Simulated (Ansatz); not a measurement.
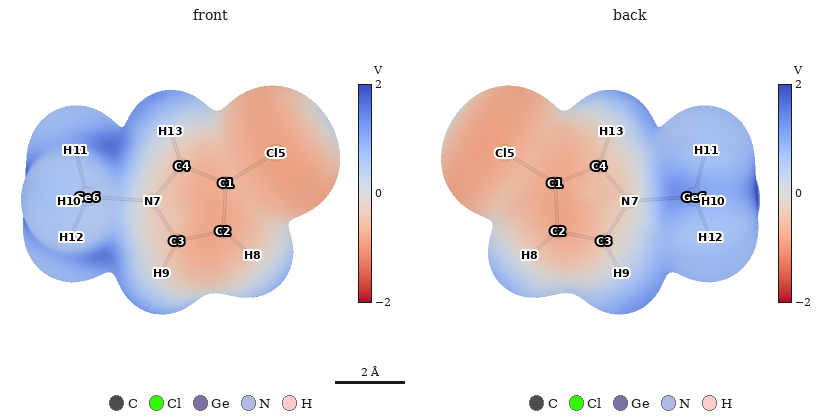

The picture shows: C4H6ClGeN (SMILES Clc1cc[n]([GeH3])c1). The molecular electrostatic potential painted on the density surface at 0.002 e/bohr³, seen from the front and from behind; red is negative and blue positive.

Geometry: B3LYP/def2-SVP.

Method: Ansatz, isolated molecule in a Gaussian basis; Kohn-Sham density functional theory, functional PBE0.

The calculation's input:

```
crystal:
  periodic: [false, false, false]
  atoms:
    - {symbol: C, position_ang: [0.521492, 0.884192, -1.740143]}
    - {symbol: C, position_ang: [1.823068, 0.878503, -1.161613]}
    - {symbol: C, position_ang: [1.786821, -0.052705, -0.143886]}
    - {symbol: C, position_ang: [-0.256986, -0.033786, -1.064185]}
    - {symbol: Cl, position_ang: [0.001811, 1.862293, -3.075578]}
    - {symbol: Ge, position_ang: [-0.070819, -1.834106, 1.216722]}
    - {symbol: N, position_ang: [0.525467, -0.614313, -0.082440]}
    - {symbol: H, position_ang: [2.674454, 1.480383, -1.470590]}
    - {symbol: H, position_ang: [2.574638, -0.364143, 0.540014]}
    - {symbol: H, position_ang: [-0.763923, -1.069686, 2.359262]}
    - {symbol: H, position_ang: [-1.054510, -2.779844, 0.510817]}
    - {symbol: H, position_ang: [1.190115, -2.557213, 1.711869]}
    - {symbol: H, position_ang: [-1.295963, -0.313376, -1.222390]}
basis:
  gaussian: {orbitals: def2-SVPD}
hamiltonian: {xc: pbe0}
output: {forces: true, orbitals: {seedname: orbitals}}
```

Launched as:

```sh
ansatz run input.yaml --threads 2 --pin off --max-ram 5220MiB --events-out events.jsonl --progress --plain --runs-dir runs
```

Q: Describe the electrostatic potential map.

A: The most negative region (about −0.9 V, or −21 kcal/mol for a unit charge) lies over Cl5, the most positive (about +1.9 V, or +44 kcal/mol for a unit charge) over Ge6. Cl5 shows a σ-hole: about +0.2 V at the tip opposite its bond, against about −0.8 V, or −18 kcal/mol for a unit charge on its flanks.
